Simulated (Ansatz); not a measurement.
# AlHBr (SMILES [AlH][Br]) at 6 levels

We compute a comparison of 6 runs (UB3LYP/STO-3G, UBHLYP/STO-3G, UBLYP/STO-3G, UPBE/STO-3G, UPBE0/STO-3G, UBCCD(T)/STO-3G) of AlHBr. 

The results are computed with Ansatz 0.2.0.

59 further runs of the same task are left out: 10 that didn't finish, 49 set aside as unsound or not needed.

**1. Starting point**

The species is AlHBr (3 atoms), meant as a doublet with charge 0. SMILES: `[AlH][Br]`. The Br2–Al1 distance was set to 2.844 Å, away from the relaxed value.

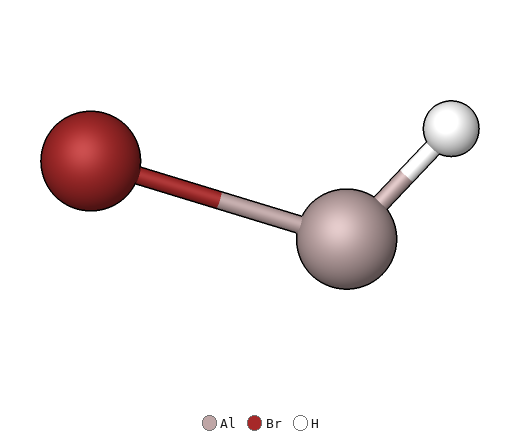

The structure, seen from a chosen angle (aluminium light grey, bromine red, hydrogen white).

**2. A single-point energy at UB3LYP/STO-3G (run 1)**

job.yaml reads:

```yaml
crystal:
  periodic: [false, false, false]
  atoms:
    - {symbol: Al, position_ang: [-0.766959, -0.787136, -0.516626]}
    - {symbol: Br, position_ang: [1.584500, 0.008600, 0.871100]}
    - {symbol: H, position_ang: [-1.769159, 0.395464, -0.922826]}
basis:
  gaussian: {orbitals: STO-3G}
hamiltonian: {xc: {name: B3LYP}}
magnetization: {spin_polarized: true, initial_magnetization: 1}
accuracy: high
```

The run is started by

```
$ ansatz run job.yaml --threads 1 --pin off --max-ram 2610MiB --events-out events.jsonl --progress --plain --runs-dir runs
```

The log of the run:

```text
Warning: RAYON_NUM_THREADS=1 ignored (pool sized by the plan → 1); use --threads N
Functional definition: B3LYP
  name "B3LYP"
  parameter a0 = 0.2
  parameter ax = 0.72
  parameter ac = 0.81
  exchange = (1 - a0 - ax)*slater_x + ax*b88_x + a0*exact_x
  correlation = (1 - ac)*vwn_rpa_c + ac*lyp_c
370 factors; integrals over basis functions are off by at most 1.1e-8 eV
mean field evaluation 1: about -75809.0068 eV, gradient 1.3e1 eV
mean field evaluation 2: about -75763.5125 eV, gradient 7.2e1 eV
mean field evaluation 4: about -75811.6588 eV, gradient 1.7e0 eV
mean field evaluation 8: about -75811.6952 eV, gradient 2.7e-2 eV
mean field evaluation 16: about -75811.6952 eV, gradient 6.1e-6 eV
mean field -75811.69519220 eV, -2786.0284113006 hartree, gradient 1.1e-8 eV, S^2 0.756248; 2 other end points of the search recorded, 0 dependent functions left out
reference -75811.69521896 eV, -2786.0284122843 hartree; 25, 24 occupied and 3, 4 virtual orbitals, 370 factors
Total energy: -75811.69521896 eV, -2786.0284122843 hartree
```

Wall time 2.4 s (1 thread of Arm Neoverse V1, shared host); peak memory 0.13 GiB.

**3. A single-point energy at UBHLYP/STO-3G (run 2)**

in.yaml reads:

```yaml
crystal:
  periodic: [false, false, false]
  atoms:
    - {symbol: Al, position_ang: [-0.766959, -0.787136, -0.516626]}
    - {symbol: Br, position_ang: [1.584500, 0.008600, 0.871100]}
    - {symbol: H, position_ang: [-1.769159, 0.395464, -0.922826]}
basis:
  gaussian:
    orbitals: STO-3G
total_charge: 0
magnetization:
  spin_polarized: true
  initial_magnetization: 1
hamiltonian:
  xc: {name: BHLYP}
accuracy: high
```

The run is started by

```
$ ansatz run in.yaml --threads 1 --pin off --max-ram 2610MiB --events-out events.jsonl --progress --plain --runs-dir runs
```

The log of the run:

```text
Warning: RAYON_NUM_THREADS=1 ignored (pool sized by the plan → 1); use --threads N
Functional definition: BHLYP
  name "BHLYP"
  parameter a = 0.5
  exchange = (1 - a)*b88_x + a*exact_x
  correlation = lyp_c
370 factors; integrals over basis functions are off by at most 1.1e-8 eV
mean field evaluation 1: about -75812.7684 eV, gradient 1.1e1 eV
mean field evaluation 2: about -75813.1857 eV, gradient 1.2e1 eV
mean field evaluation 4: about -75814.9897 eV, gradient 5.7e-1 eV
mean field evaluation 8: about -75815.0025 eV, gradient 2.6e-2 eV
mean field evaluation 16: about -75815.0025 eV, gradient 6.3e-6 eV
mean field -75815.00253736 eV, -2786.1499539937 hartree, gradient 6.0e-8 eV, S^2 0.764562; 0 other end points of the search recorded, 0 dependent functions left out
reference -75815.00255576 eV, -2786.1499546698 hartree; 25, 24 occupied and 3, 4 virtual orbitals, 370 factors
Total energy: -75815.00255576 eV, -2786.1499546698 hartree
```

It took 2 s on 1 thread of Arm Neoverse V1, shared host; peak memory 0.13 GiB.

Runs 3 to 5 aren't shown in full; the table further down has their settings and results.

**4. A single-point energy at UBCCD(T)/STO-3G (run 6)**

run.yaml reads:

```yaml
crystal:
  periodic: [false, false, false]
  atoms:
    - {symbol: Al, position_ang: [-0.766959, -0.787136, -0.516626]}
    - {symbol: Br, position_ang: [1.584500, 0.008600, 0.871100]}
    - {symbol: H, position_ang: [-1.769159, 0.395464, -0.922826]}
basis:
  gaussian:
    orbitals: STO-3G
magnetization:
  spin_polarized: true
  initial_magnetization: 1
correlation:
  method: bccd_t
  frozen_orbitals: {Al: 5, Br: 9, H: 0}
accuracy: high
scf:
  omitted_lower_state_checks: [cluster_reference, increment]
```

The run is started by

```
$ ansatz run run.yaml --threads 1 --pin off --max-ram 2610MiB --events-out events.jsonl --progress --plain --runs-dir runs
```

The log of the run:

```text
Warning: RAYON_NUM_THREADS=1 ignored (pool sized by the plan → 1); use --threads N
[... 12 lines left out ...]
14 core orbitals not correlated: weight in the atoms' cores, before any rotation towards them, 1.000 or more for the frozen orbitals, at most 0.000 for the correlated occupied ones
[... 31 lines left out ...]
Total energy: -75762.96978503 eV, -2784.2377856143 hartree
Checks for a lower state left out: cluster_reference, increment
```

Wall time 0.85 s (1 thread of Arm Neoverse V1, shared host).

**5. All runs side by side**

```
run            level  frozen core orbitals   energy (Eh)   ⟨S²⟩  wall time
  1    UB3LYP/STO-3G                     –  -2786.028412  0.756      2.4 s
  2    UBHLYP/STO-3G                     –  -2786.149955  0.765        2 s
  3     UBLYP/STO-3G                     –  -2785.885349  0.753      3.9 s
  4      UPBE/STO-3G                     –  -2785.441547  0.753      4.2 s
  5     UPBE0/STO-3G                     –  -2785.699345  0.758      2.1 s
  6  UBCCD(T)/STO-3G                    14  -2784.237786  0.782     0.85 s
```

**6. What came out**

```
                                           quantity           value
                                run 6: total energy  -2784.23779 Eh
run 6: correlation energy (14 core orbitals frozen)       -39.3 mEh
                              run 6: (T) correction       -1.03 mEh
           run 6: ⟨S²⟩ of the reference determinant           0.782
```

Totals of different functionals can't be ranked against each other. In runs 1, 2, 3, 4, 5, 6 the basis is minimal, so the values are rough. All runs together took 15 s, the longest 4.2 s.
